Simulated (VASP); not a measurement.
Band structure of ZnGaPS (space group R3m). All values below come from LDA (Ceperley-Alder, Perdew-Zunger), VASP's LDA PAW potentials (set 64) (plane waves; VASP).

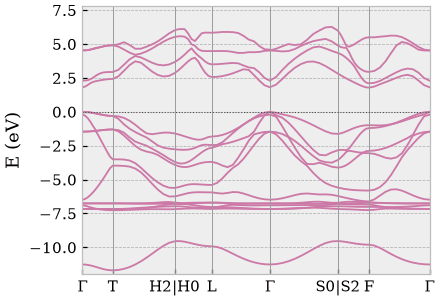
Figure. Bands along high-symmetry lines, zero at the valence-band maximum or, without a gap, the Fermi level

**Question.** Read the plot: is there a gap, and where are the band edges?

**Answer.** The gap is indirect, 1.78 eV, from the valence maximum at Γ to the conduction minimum at F. (Edges off the drawn lines would not show.)

The structure comes from a computed database's ZnGaPS entry (R3m); how it stands against other phases isn't given here. It was relaxed first, which changed the volume by -7 %.
